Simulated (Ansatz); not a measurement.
# Mo (bcc type): how the settings move a single-point run

How sensitive is a single-point run of Mo (bcc type) to its settings? A reference run comes first, then one run with altered input.

Program: Ansatz 0.2.0. Level of theory: reference: DFT, PBE, all-electron LAPW, scalar-relativistic. These are calculated values, not measurements.

### 1 The system as given

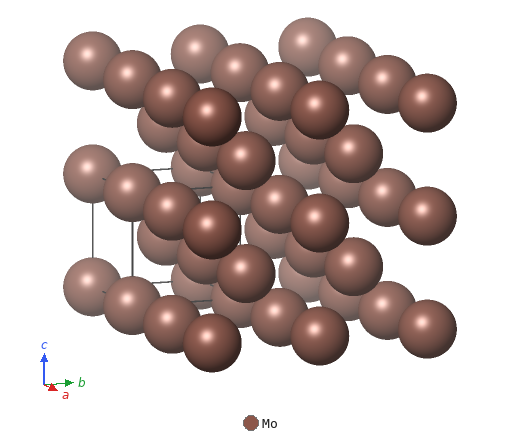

The starting structure, seen slightly off an axis (molybdenum brown). 3×2×2 cells are drawn. Atoms on the faces are drawn again on the opposite ones.

Structure file:

```
Mo
1.0
     3.16073    0.00000    0.00000
     0.00000    3.16073    0.00000
     0.00000    0.00000    3.16073
Mo
2
Direct
  0.00000 0.00000 0.00000
  0.50000 0.50000 0.50000
```

### 2 Reference

input.yaml

```yaml
crystal:
  lattice:
    - [3.1607300689, 0.0, 0.0]
    - [0.0, 3.1607300689, 0.0]
    - [0.0, 0.0, 3.1607300689]
  atoms:
    - { symbol: Mo, position: [0.0, 0.0, 0.0] }
    - { symbol: Mo, position: [0.5, 0.5, 0.5] }
kpoints:
  mp_grid: { grid: [12, 12, 12] }
scf:
  occupations: { method: fermi_dirac, width: 0.08 }
hamiltonian:
  xc: pbe
  pseudopotentials: { kind: all_electron, lapw: { basis_error: 0.001 } }
output:
  forces: true
  stress: true
  eigenvalues: true
```

Run with:

```console
> ansatz run input.yaml --threads 1 --pin off --max-ram 3584MiB --backend cpu --events-out ev --progress --plain --runs-dir out
```

The main lines of its log:

```text
[...]
Basis set: ecut = 249.8805212274534 eV, 257 PW (Γ), exchange–correlation at level 2
[...]
k-points: 84 of 1728
[...]
SCF iter   1: F=—  HF=-220356.942971 eV  |F-HF|=—  |Δ(HF+E_count)|=         —  Δρ=5.48e-2  dr2=5.62e-1  ethr=9.34e-4  ⟨swp⟩=2.2  Hψ=18550  notcnv=0
preconditioner: auto → Kerker (q_TF=auto, 3.036 Å⁻¹)  [metal: Δε(μ)=0.042 eV  Ē_g=6.302 eV  σ=0.080 eV  W_gap=0.13  n_scr=18 (ndim 8)  ℏωp=22.9 eV  f_vac=0.000  D(μ)=0.92/eV (n_scr^D=6)]
SCF iter   2: F=—  HF=-220355.746496 eV  |F-HF|=—  |Δ(HF+E_count)|=    1.20e0  Δρ=2.27e-2  dr2=1.15e-1  ethr=9.34e-4  ⟨swp⟩=2.0  Hψ=9567  notcnv=0
[...]
SCF iter   6: F=—  HF=-220355.711430 eV  |F-HF|=—  |Δ(HF+E_count)|=   1.77e-7  Δρ=2.83e-4  dr2=1.34e-5  ethr=9.97e-7  ⟨swp⟩=2.0  Hψ=9129  notcnv=0
SCF iter   7: F=-220355.711433 eV  HF=-220355.711433 eV  |F-HF|=3.19e-8  |Δ(HF+E_count)|=   2.12e-6  Δρ=2.36e-5  dr2=6.69e-8  ethr=2.24e-8  ⟨swp⟩=2.0  Hψ=9129  notcnv=0
[...]
SCF converged after 7 iterations
Free energy (F): -220355.711433 eV
[...]
E sigma→0 (E₀):  -220355.698805 eV
[...]
Fermi energy:    23.208591 eV
[...]
  P = ⅓ Tr σ = 0.1243 GPa (1.243 kbar)
[...]
```

Wall time 14 s (1 thread of INTEL XEON PLATINUM 8581C at 2.10GHz (Emerald Rapids), shared host); peak memory 0.45 GiB.

### 3 Variant: xc_grid 1

input.yaml: that of step 2 with these lines changed.

```diff
@@ -19 +19,3 @@
   eigenvalues: true
+basis:
+  xc_grid: 1
```

Run with:

```console
> ansatz run input.yaml --threads 1 --pin off --max-ram 3584MiB --backend cpu --events-out ev --progress --plain --runs-dir out
```

Log, shortened:

```text
LAPW: plane waves up to 8.099 Å⁻¹, error target 1.0e-3 eV per atom; small_component_spin mean_spin; Mo in spheres of 1.369 Å, 30 of its electrons in bands, Dirac shells []
[...]
Pseudopotentials: kind: all_electron
Pseudopotential: Mo, LAPW, valence charge 30, Koelling and Harmon's equation, gaussian nucleus
Functional definition: PBE
[...]
Crystal: 2 atoms, lattice volume = 31.576 Å³
Basis set: ecut = 249.8805212274534 eV, 257 PW (Γ), exchange–correlation at level 1
Bands: 36, of which v1, the nominal top of the filled ones, is band 30 counted from 1 (29 counted from 0)
Symmetry: 96 space group operations
Space group: Im-3m (ITA 229), of the structure as read, at distance tolerance 3.2e-5 Å
k-points: 84 of 1728
[...]
SCF iter   1: F=—  HF=-220356.942971 eV  |F-HF|=—  |Δ(HF+E_count)|=         —  Δρ=5.48e-2  dr2=5.62e-1  ethr=9.34e-4  ⟨swp⟩=2.2  Hψ=18550  notcnv=0
[...]
the basis was enlarged: its passes take 419.5 KiB over the memory plan, 1 of 1 planned eigensolver slots
[...]
SCF iter   7: F=-220355.711433 eV  HF=-220355.711433 eV  |F-HF|=3.19e-8  |Δ(HF+E_count)|=   2.10e-6  Δρ=2.36e-5  dr2=6.69e-8  ethr=2.24e-8  ⟨swp⟩=2.0  Hψ=9129  notcnv=0
[...]
SCF converged after 7 iterations
Free energy (F): -220355.711433 eV
[...]
E sigma→0 (E₀):  -220355.698805 eV
Entropy (-TS):   -0.025256 eV (-12.628 meV/atom)
Fermi energy:    23.208591 eV
[...]
--- Forces (eV/Å), atoms counted from 1 ---
  atom   1  Mo    -0.00000000     0.00000000     0.00000000
  atom   2  Mo     0.00000000     0.00000000     0.00000000
[...]
--- Stress (GPa, compression-positive) ---
        0.124278       0.000000       0.000000
        0.000000       0.124278      -0.000000
        0.000000      -0.000000       0.124278
  P = ⅓ Tr σ = 0.1243 GPa (1.243 kbar)
--- Band table (eV; the first three rows and the last of 84) ---
[...]
```

It took 14 s on 1 thread of INTEL XEON PLATINUM 8581C at 2.10GHz (Emerald Rapids), shared host; peak memory 0.44 GiB.

The changed input (numerical grids) leaves the energy the same to the digits printed.

### 4 Comparison

```csv
run,ending,energy change,pressure (GPa),gap (eV),force (eV/Å),cycles,time
reference,converged,0,0.1,0.00,0.00,7,14 s
1: xc_grid 1,converged,0.0 meV/atom,0.1,0.00,0.00,7,14 s
```

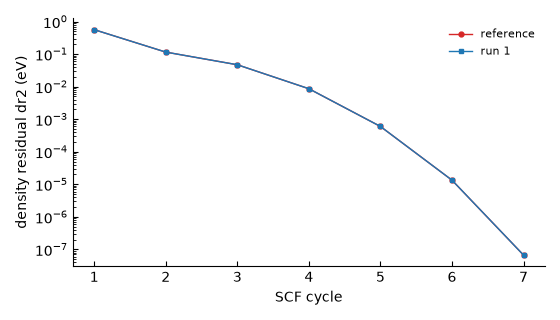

Residual by cycle in the longest SCF loop of each run; runs are numbered as in the table.

The changed input (numerical grids) leaves the energy the same to the digits printed.
